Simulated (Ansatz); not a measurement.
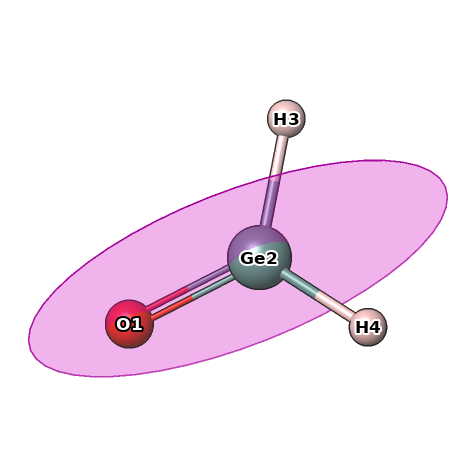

A disc through the centre of mass is drawn in. Atoms fade into the background with distance from the viewer. Computed geometry: PBE0-D4/def2-TZVP optimisation.

**Is the plane of the disc a mirror plane of the structure?**

Yes. The reflection leaves O1, Ge2 in place and moves H3 ↔ H4. The point group is C2v.
